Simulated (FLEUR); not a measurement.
# free Fe(110) film, 6 layers: anisotropy by force theorems

Aim: the anisotropy of free Fe(110) film, 6 layers from single passes in the potential of one collinear state.

Method: PBE; all-electron FLAPW film, Dirac cores, scalar-relativistic bands, in FLEUR MaX-R8.1.

**1. The structure**

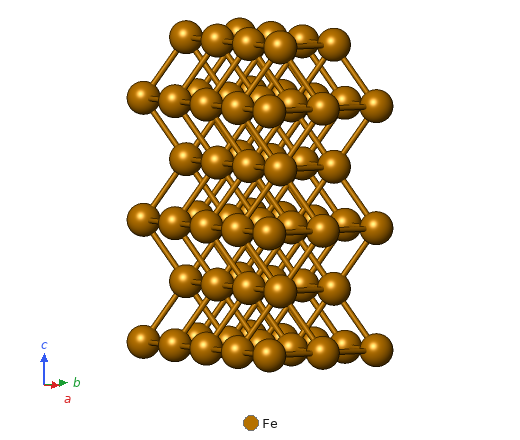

Start, viewed from the side, with the c axis up; iron orange. 4×2×1 cells are drawn. Some periodic images of atoms are drawn too.

The cell holds 6 atoms: 6 Fe. Its edges and angles: a = 2.482 Å, b = 2.482 Å, c = 24.133 Å, α = 90.0°, β = 90.0°, γ = 109.5°. Layers at typed spacings, unrelaxed. Vacuum lies along c.

Coordinates:

```
Fe
1.0
     1.43300   -2.02657    0.00000
     1.43300    2.02657    0.00000
     0.00000    0.00000   24.13300
Fe
6
Cartesian
  0.0000 0.0000 7.0000
  1.4330 0.0000 9.0266
  0.0000 0.0000 11.0532
  1.4330 0.0000 13.0798
  0.0000 0.0000 15.1064
  1.4330 0.0000 17.1330
```

It is built of layers of Fe (space group 229).

**2. The magnetic state**

The force theorems are single passes in this state's potential, so it has to be converged first.

No symmetry is used, so that later steps may turn the spins freely; k and −k are joined. FLEUR takes the sheet as a true film: the images along c are dropped, heights are typed in bohr, and the vacuum on both sides is semi-infinite. inpgen writes inp.xml from crystal.txt; cutoffs, mixing, functional, smearing and local orbitals are then set in the file. The k list scf (kpts.xml, not shown) is a Γ-centred 14×14×1 mesh; where the ranks do not divide the number of points, some are split in two of half the weight.

inp.xml reads:

```
<?xml version="1.0" encoding="UTF-8" standalone="no"?>
<fleurInput fleurInputVersion="0.39">
   <comment>
      Fe
   </comment>
   <calculationSetup>
      <cutoffs Kmax="3.68" Gmax="11.0" GmaxXC="11.0" numbands="0"/>
      <scfLoop itmax="150" minDistance="0.00002" maxIterBroyd="15" imix="Anderson" alpha="0.03" precondParam="0.0" spinf="2.0" sdNocoIR="T"/>
      <coreElectrons ctail="F" frcor="F" kcrel="0" coretail_lmax="0"/>
      <xcFunctional name="pbe" relativisticCorrections="F"/>
      <magnetism jspins="2" l_noco="F" l_ss="F">
         <qss>0.0 0.0 0.0</qss>
         <mtNocoParams l_mperp="F" l_mtNocoPot="F" l_relaxSQA="F" mag_mixing_scheme="0" mix_RelaxWeightOffD="1.0" l_constrained="F" mix_constr="1.0"/>
         <sourceFreeMag l_sourceFree="F" l_scaleMag="F" mag_scale="1.0"/>
      </magnetism>
      <soc l_soc="F" theta="0.0" phi="0.0" spav="F"/>
      <expertModes spex="0" secvar="F"/>
      <geometryOptimization l_f="F" forcealpha="1.0" forcemix="BFGS" epsdisp="0.00001" epsforce="0.00001"/>
      <ldaU l_linMix="F" mixParam="0.05" spinf="1.0"/>
   </calculationSetup>
   <cell>
      <bzIntegration valenceElectrons="96.0" mode="hist" fermiSmearingEnergy="0.00183747">
         <kPointListSelection listName="scf"/>
         <xi:include xmlns:xi="http://www.w3.org/2001/XInclude" href="kpts.xml"> </xi:include>
      </bzIntegration>
      <xi:include xmlns:xi="http://www.w3.org/2001/XInclude" href="sym.xml"> </xi:include>
      <filmLattice scale="1.0" dVac="24.41" dTilda="26.91">
         <bravaisMatrixFilm>
            <row-1>    2.7079775365518000    -3.8296584928783730</row-1>
            <row-2>    2.7079775365518000     3.8296584928783730</row-2>
         </bravaisMatrixFilm>
         <vacuumEnergyParameters vacuum="1" spinUp="-.25" spinDown="-.25"/>
         <vacuumEnergyParameters vacuum="2" spinUp="-.25" spinDown="-.25"/>
      </filmLattice>
   </cell>
   <atomSpecies>
      <species name="Iron (Fe) 2.800" element="Fe" atomicNumber="26">
         <mtSphere radius="2.23" gridPoints="737" logIncrement="0.016"/>
         <atomicCutoffs lmax="8" lnonsphr="6"/>
         <electronConfig flipSpins="F">
            <coreConfig>(1s1/2) (2s1/2) (2p1/2) (2p3/2)</coreConfig>
            <valenceConfig>(3s1/2) (3p1/2) (3p3/2) (4s1/2) (3d3/2) (3d5/2)</valenceConfig>
            <stateOccupation state="(3d3/2)" spinUp="1.4" spinDown="1.0"/>
            <stateOccupation state="(3d5/2)" spinUp="3.0" spinDown="0.6"/>
         </electronConfig>
         <energyParameters s="4" p="4" d="3" f="4"/>
         <lo type="SCLO" l="0" n="3" eDeriv="0"/>
         <lo type="SCLO" l="1" n="3" eDeriv="0"/>
      </species>
   </atomSpecies>
   <atomGroups>
      <atomGroup species="Iron (Fe) 2.800">
         <filmPos label="                   1">.0000000000 .0000000000 -9.5743090379</filmPos>
         <force calculate="T" relaxXYZ="TTT"/>
         <nocoParams  alpha="0.0" beta="0.0"/>
      </atomGroup>
      <atomGroup species="Iron (Fe) 2.800">
         <filmPos label="                   2">1.000/2.000 1.000/2.000 -5.7445580599</filmPos>
         <force calculate="T" relaxXYZ="TTT"/>
         <nocoParams  alpha="0.0" beta="0.0"/>
      </atomGroup>
      <atomGroup species="Iron (Fe) 2.800">
         <filmPos label="                   3">.0000000000 .0000000000 -1.9148526866</filmPos>
         <force calculate="T" relaxXYZ="TTT"/>
         <nocoParams  alpha="0.0" beta="0.0"/>
      </atomGroup>
      <atomGroup species="Iron (Fe) 2.800">
         <filmPos label="                   4">1.000/2.000 1.000/2.000 1.9148526866</filmPos>
         <force calculate="T" relaxXYZ="TTT"/>
         <nocoParams  alpha="0.0" beta="0.0"/>
      </atomGroup>
      <atomGroup species="Iron (Fe) 2.800">
         <filmPos label="                   5">.0000000000 .0000000000 5.7445580599</filmPos>
         <force calculate="T" relaxXYZ="TTT"/>
         <nocoParams  alpha="0.0" beta="0.0"/>
      </atomGroup>
      <atomGroup species="Iron (Fe) 2.800">
         <filmPos label="                   6">1.000/2.000 1.000/2.000 9.5743090379</filmPos>
         <force calculate="T" relaxXYZ="TTT"/>
         <nocoParams  alpha="0.0" beta="0.0"/>
      </atomGroup>
   </atomGroups>
   <output dos="F" band="F" slice="F">
      <bandDOS minEnergy="-.5*Htr" maxEnergy="0.5*Htr" sigma="0.015" storeEVData="T"/>
      <plotting iplot="0" polar="F">
         <plot TwoD="T" vec1="  1.0  0.0  0.0" vec2="  0.0  1.0  0.0" vec3="  0.0  0.0  1.0" zero="  0.0  0.0 -0.5" file="plot"/>
      </plotting>
      <moessbauerParams electricFieldGradient="F" isomerShift="F" coreHyperfine="F" valenceHyperfine="F"/>
   </output>
</fleurInput>
```

crystal.txt reads:

```
Fe
&input film=T cartesian=F /
1.43300000000  -2.02656800000  0.00000000000
1.43300000000  2.02656800000  0.00000000000
0.00000000000  0.00000000000  1.00000000000
1.8897261246
1.0 1.0 1.0

6
26 0.00000000000  0.00000000000  -9.57430903790 : 2.800
26 0.50000000000  0.50000000000  -5.74455805988 : 2.800
26 0.00000000000  0.00000000000  -1.91485268663 : 2.800
26 0.50000000000  0.50000000000  1.91485268663 : 2.800
26 0.00000000000  0.00000000000  5.74455805988 : 2.800
26 0.50000000000  0.50000000000  9.57430903790 : 2.800

&kpt div1=14 div2=14 div3=1 gamma=T /
```

Run with:

```
$ OMP_NUM_THREADS=1 inpgen -f crystal.txt -nosym -noco > inpgen.log  # inp.xml is then edited as shown
$ OMP_NUM_THREADS=1 mpirun -n 4 fleur_MPI > fleur.log
```

What it wrote:

```text
Welcome to FLEUR        (www.flapw.de)
      MaX-Release 8.1          (www.max-centre.eu)

 ========== k-point set info ==========
 Selected k-point list: scf
 k-point list type: mesh
 0 x 0 x 0
 Number of k points: 100

 ------------Calculation Setup---------------------------
 Number of MPI-tasks      :            4
 Number of PE/node        :            4
 Number of OMP-threads    :            1
 k-points in parallel     :            4
 pe's per k-point         :            1
 No of k-point loops      :           25
 Eigenvalue solver        :       lapack
 Number of basis functions:          520
 Approximate size of matrices (H+S) per k-point:         0.008 GB
 --------------------------------------------------------
 Iteration:     1   Distance:      24.75794626 me/bohr^3
 Iteration:     2   Distance:      42.90817081 me/bohr^3
 Iteration:     3   Distance:      11.26006599 me/bohr^3
 Iteration:     4   Distance:      14.85611528 me/bohr^3
 Iteration:     5   Distance:       8.75099972 me/bohr^3
 Iteration:     6   Distance:       8.45520763 me/bohr^3
 Iteration:     7   Distance:       8.71668874 me/bohr^3
 Iteration:     8   Distance:       7.04574445 me/bohr^3
 Iteration:     9   Distance:      10.78498250 me/bohr^3
 Iteration:    10   Distance:       5.21151222 me/bohr^3
[... 51 iterations left out ...]
 Iteration:    62   Distance:       0.00040015 me/bohr^3
 Iteration:    63   Distance:       0.00033422 me/bohr^3
 Iteration:    64   Distance:       0.00029698 me/bohr^3
 Iteration:    65   Distance:       0.00011876 me/bohr^3
 Iteration:    66   Distance:       0.00015020 me/bohr^3
 Iteration:    67   Distance:       0.00006188 me/bohr^3
 Iteration:    68   Distance:       0.00005773 me/bohr^3
 Iteration:    69   Distance:       0.00002327 me/bohr^3
 Iteration:    70   Distance:       0.00003466 me/bohr^3
 Iteration:    71   Distance:       0.00000395 me/bohr^3

 ********************************************************************
 Run finished successfully
 Stop message:
   all done
 ********************************************************************

--- out.xml (last complete iteration) ---
<iteration numberForCurrentRun="   71" overallNumber="   71">
         [... left out ...]
         <bandgap value="0.0000000000" units="eV"/>
         <sumValenceSingleParticleEnergies value="-128.2145298673" units="Htr"/>
         <FermiEnergy value="-0.1730150595" units="Htr"/>
         <valenceDensity>
            <mtCharges spin="1">
               <mtCharge atomType="1" total="8.6354029" s="1.1750482" p="3.1129107" d="4.3365143" f="0.0083497"/>
               <mtCharge atomType="2" total="8.5531877" s="1.1707639" p="3.1408200" d="4.2267619" f="0.0114263"/>
               <mtCharge atomType="3" total="8.4917193" s="1.1717289" p="3.1425240" d="4.1626934" f="0.0113901"/>
               <mtCharge atomType="4" total="8.4917193" s="1.1717289" p="3.1425240" d="4.1626934" f="0.0113901"/>
               <mtCharge atomType="5" total="8.5531877" s="1.1707639" p="3.1408200" d="4.2267619" f="0.0114263"/>
               <mtCharge atomType="6" total="8.6354029" s="1.1750482" p="3.1129107" d="4.3365142" f="0.0083497"/>
            </mtCharges>
            <mtCharges spin="2">
               <mtCharge atomType="1" total="5.9664413" s="1.1724529" p="3.1188516" d="1.6678900" f="0.0058202"/>
               <mtCharge atomType="2" total="6.1503052" s="1.1773745" p="3.1769314" d="1.7857631" f="0.0083588"/>
               <mtCharge atomType="3" total="6.2091727" s="1.1777866" p="3.1799591" d="1.8410158" f="0.0085010"/>
               <mtCharge atomType="4" total="6.2091727" s="1.1777866" p="3.1799591" d="1.8410158" f="0.0085010"/>
               <mtCharge atomType="5" total="6.1503051" s="1.1773745" p="3.1769314" d="1.7857630" f="0.0083588"/>
               <mtCharge atomType="6" total="5.9664413" s="1.1724529" p="3.1188516" d="1.6678899" f="0.0058202"/>
            </mtCharges>
            <spinDependentCharge spin="1" total="55.2505010" interstitial="3.7596248" mtSpheres="51.3606199" vacuum1="0.0651282" vacuum2="0.0651282"/>
            <spinDependentCharge spin="2" total="40.7494992" interstitial="3.9891930" mtSpheres="36.6518383" vacuum1="0.0542339" vacuum2="0.0542339"/>
            <totalCharge value="96.0000002195"/>
         </valenceDensity>
         [... left out ...]
         <allElectronCharges>
            <spinDependentCharge spin="1" total="85.2505010" interstitial="3.7596248" mtSpheres="81.3606199" vacuum1="0.0651282" vacuum2="0.0651282"/>
            <spinDependentCharge spin="2" total="70.7494992" interstitial="3.9891930" mtSpheres="66.6518383" vacuum1="0.0542339" vacuum2="0.0542339"/>
            <totalCharge value="156.0000002214"/>
         </allElectronCharges>
         <magneticMomentsInMTSpheres units="muBohr">
            <globalMagMoment atomType="1" vec="0.00000   0.00000   2.66896"/>
            <localMagMoment atomType="1" vec="0.00000   0.00000   2.66896"/>
            <globalMagMoment atomType="2" vec="0.00000   0.00000   2.40288"/>
            <localMagMoment atomType="2" vec="0.00000   0.00000   2.40288"/>
            <globalMagMoment atomType="3" vec="0.00000   0.00000   2.28255"/>
            <localMagMoment atomType="3" vec="0.00000   0.00000   2.28255"/>
            <globalMagMoment atomType="4" vec="0.00000   0.00000   2.28255"/>
            <localMagMoment atomType="4" vec="0.00000   0.00000   2.28255"/>
            <globalMagMoment atomType="5" vec="0.00000   0.00000   2.40288"/>
            <localMagMoment atomType="5" vec="0.00000   0.00000   2.40288"/>
            <globalMagMoment atomType="6" vec="0.00000   0.00000   2.66896"/>
            <localMagMoment atomType="6" vec="0.00000   0.00000   2.66896"/>
         </magneticMomentsInMTSpheres>
         <moessbauerParams unitsHFF="kG" unitsIS="e/bohr^3" unitsEFG="Htr/bohr^2">
         </moessbauerParams>
         <totalEnergy value="    -7636.7492915671" units="Htr">
            <sumOfEigenvalues value="    -4493.5657620265">
               <coreElectrons value="-4365.3512321592"/>
               <valenceElectrons value="-128.2145298673"/>
            </sumOfEigenvalues>
            <densityCoulombPotentialIntegral value="-11799.1530900199"/>
            <densityEffectivePotentialIntegral value="-12234.7864411093"/>
            <chargeDenXCDenIntegral value="-335.6157819189"/>
            <FockExchangeEnergyValence value="0.0000000000"/>
            <FockExchangeEnergyCore value="0.0000000000"/>
            <atomTypeDependentContributions atomType="1">
               <electronNucleiInteractionDifferentMTs value="1518.4034641037"/>
               <MadelungTerm value="-5.3745734429"/>
            </atomTypeDependentContributions>
            <atomTypeDependentContributions atomType="2">
               <electronNucleiInteractionDifferentMTs value="1518.9778411154"/>
               <MadelungTerm value="-4.8318964210"/>
            </atomTypeDependentContributions>
            <atomTypeDependentContributions atomType="3">
               <electronNucleiInteractionDifferentMTs value="1518.9156129243"/>
               <MadelungTerm value="-4.8854337167"/>
            </atomTypeDependentContributions>
            <atomTypeDependentContributions atomType="4">
               <electronNucleiInteractionDifferentMTs value="1518.9156129923"/>
               <MadelungTerm value="-4.8854336792"/>
            </atomTypeDependentContributions>
            <atomTypeDependentContributions atomType="5">
               <electronNucleiInteractionDifferentMTs value="1518.9778413225"/>
               <MadelungTerm value="-4.8318963717"/>
            </atomTypeDependentContributions>
            <atomTypeDependentContributions atomType="6">
               <electronNucleiInteractionDifferentMTs value="1518.4034641634"/>
               <MadelungTerm value="-5.3745734679"/>
            </atomTypeDependentContributions>
            <tkbTimesEntropy value="0.0021116985"/>
            <freeEnergy value="-7636.7514032657"/>
            <extrapolationTo0K value="-7636.7503474164"/>
         </totalEnergy>
         <densityConvergence units="me/bohr^3">
            <chargeDensity spin="1" distance="0.0000021258"/>
            <chargeDensity spin="2" distance="0.0000029518"/>
            <overallChargeDensity distance="0.0000039536"/>
            <spinDensity distance="0.0000032914"/>
         </densityConvergence>
      </iteration>
```

It took 31 min on 4 MPI ranks of Arm Neoverse N1, shared host; peak memory 1.2 GiB.

Spin moment in the muffin-tin sphere by atom:

| atom | spin moment in the muffin-tin sphere (μB) |
| --- | --- |
| Fe1 | 2.67 |
| Fe2 | 2.40 |
| Fe3 | 2.28 |
| Fe4 | 2.28 |
| Fe5 | 2.40 |
| Fe6 | 2.67 |

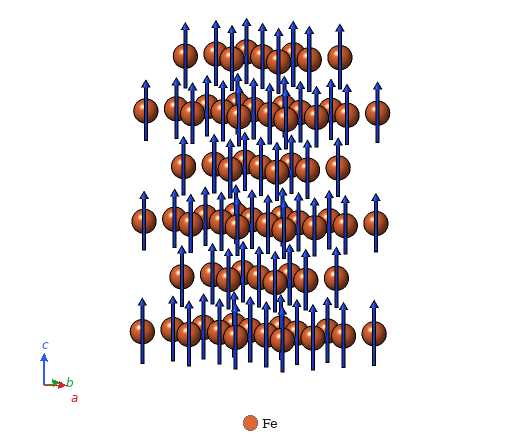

Spin moment in the muffin-tin sphere as arrows, the longest 2.67 μB. Up and down stand for the sign. Arrows give size and sign along the axis of quantisation, drawn up and down the page. 3×3×1 cells are drawn. Some periodic images of atoms are drawn too.

Numbers from this step:

```yaml
free_energy: -207806.5921 eV
program_s_band_gap_on_this_mesh_in_a_metal_only_a_level_spacing: 0 eV
magnetization: 14.50 μB
final_state: ferromagnetic
```

After 71 cycles the largest moment stands at 2.67 μB.

**3. Energy against the direction of the moments, rung 1**

Anisotropy is a small difference, so it is taken from sums over occupied states at a frozen potential, where most errors cancel.

One pass with spin–orbit coupling for each direction, from the saved density. Inversion lets half of the mesh serve, which the program's warning doesn't know. The k list mae (kpts.xml, not shown) is a Γ-centred 21×21×1 mesh.

Changes to inp.xml since step 2:

```diff
@@ -6,4 +6,4 @@
    <calculationSetup>
-      <cutoffs Kmax="3.68" Gmax="11.0" GmaxXC="11.0" numbands="0"/>
-      <scfLoop itmax="150" minDistance="0.00002" maxIterBroyd="15" imix="Anderson" alpha="0.03" precondParam="0.0" spinf="2.0" sdNocoIR="T"/>
+      <cutoffs Kmax="3.68" Gmax="11.0" GmaxXC="11.0" numbands="192"/>
+      <scfLoop itmax="1" minDistance="0.00002" maxIterBroyd="15" imix="Anderson" alpha="0.03" precondParam="0.0" spinf="2.0" sdNocoIR="T"/>
       <coreElectrons ctail="F" frcor="F" kcrel="0" coretail_lmax="0"/>
@@ -15,3 +15,3 @@
       </magnetism>
-      <soc l_soc="F" theta="0.0" phi="0.0" spav="F"/>
+      <soc l_soc="T" theta="0.0" phi="0.0" spav="F"/>
       <expertModes spex="0" secvar="F"/>
@@ -22,3 +22,3 @@
       <bzIntegration valenceElectrons="96.0" mode="hist" fermiSmearingEnergy="0.00183747">
-         <kPointListSelection listName="scf"/>
+         <kPointListSelection listName="mae"/>
          <xi:include xmlns:xi="http://www.w3.org/2001/XInclude" href="kpts.xml"> </xi:include>
@@ -89,2 +89,5 @@
    </output>
+   <forceTheorem>
+      <MAE theta="0.0 1.5707963 1.5707963" phi="0.0 0.0 1.5707963"/>
+   </forceTheorem>
 </fleurInput>
```

Run with:

```
$ OMP_NUM_THREADS=1 mpirun -n 4 fleur_MPI -warn_only > fleur.log
```

What it wrote:

```text
[banner, memory and clock lines left out]
Welcome to FLEUR        (www.flapw.de)
      MaX-Release 8.1          (www.max-centre.eu)
************FLEUR-Warning*****************
Error message: k-point set is not compatible to missing time-reversal symmetry in calculation.
Error occurred in subroutine: gen_bz
Error from PE:0/4
*****************************************

 ========== k-point set info ==========
 Selected k-point list: mae
 k-point list type: mesh
 0 x 0 x 0
 Number of k points: 224

 [... set-up left out ...]
 ********************************************************************
 Run finished successfully
 Stop message:
   Forcetheorem MAE
 ********************************************************************

--- out.xml (force theorem) ---
<Forcetheorem_MAE Angles="3" units="Htr">
            <Angle theta="0.0000000" phi="0.0000000" ev-sum="-128.217909432"/>
            <Angle theta="1.5707963" phi="0.0000000" ev-sum="-128.217894436"/>
            <Angle theta="1.5707963" phi="1.5707963" ev-sum="-128.217896495"/>
         </Forcetheorem_MAE>
```

Elapsed: 6.4 min, on 4 MPI ranks; peak memory 1.9 GiB.

Anisotropy energies, by row:

| axis | x | y | z | band energy less the first axis' (meV a cell) |
| --- | --- | --- | --- | --- |
| z | 0 | 0 | 1 | 0 |
| x | 1 | 0 | 0 | 0.4081 |
| y | 0 | 1 | 0 | 0.352 |

Shape anisotropy is not in these numbers.

**4. Energy against the direction of the moments, rung 2**

A second rung shows how far the first can be trusted.

The k list mae (kpts.xml, not shown) is a Γ-centred 32×32×1 mesh.

inp.xml is that of step 3.

What it wrote:

```text
[banner, memory and clock lines left out]
Welcome to FLEUR        (www.flapw.de)
      MaX-Release 8.1          (www.max-centre.eu)
************FLEUR-Warning*****************
Error message: k-point set is not compatible to missing time-reversal symmetry in calculation.
Error occurred in subroutine: gen_bz
Error from PE:0/4
Other PEs with error messages:
     1-k-point set is not compatible to missing time-reversal symmetry in calculation.
     2-k-point set is not compatible to missing time-reversal symmetry in calculation.
[...]
2-k-point set is not compatible to missing time-reversal symmetry in calculation.
*****************************************
 [... set-up left out ...]
 ********************************************************************
 Run finished successfully
 Stop message:
   Forcetheorem MAE
 ********************************************************************

--- out.xml (force theorem) ---
<Forcetheorem_MAE Angles="3" units="Htr">
            <Angle theta="0.0000000" phi="0.0000000" ev-sum="-128.217825749"/>
            <Angle theta="1.5707963" phi="0.0000000" ev-sum="-128.217808082"/>
            <Angle theta="1.5707963" phi="1.5707963" ev-sum="-128.217810854"/>
         </Forcetheorem_MAE>
```

It took 14 min on 4 MPI ranks; peak memory 3.7 GiB; 57 min of CPU time.

Anisotropy energies, by row:

| axis | x | y | z | band energy less the first axis' (meV a cell) |
| --- | --- | --- | --- | --- |
| z | 0 | 0 | 1 | 0 |
| x | 1 | 0 | 0 | 0.4807 |
| y | 0 | 1 | 0 | 0.4053 |

(Part 1 of 2 ends here.)

[Logs and program files are shortened in this print: banners, set-up blocks, solver, clock and traceback lines can be left out without a mark of their own.]

[Logs are printed without paths, hosts, clocks, repeated set-up lines and the standing remarks that a program may print on its own settings, such as how far it seeks lower states.]

[Hosts, paths, dates, database ids (printed as entryN), source tags and the programs' standing remarks are cut or masked in the printed files.]

[Where a cell is said to come from a database of computed structures, the database is the Materials Project.]
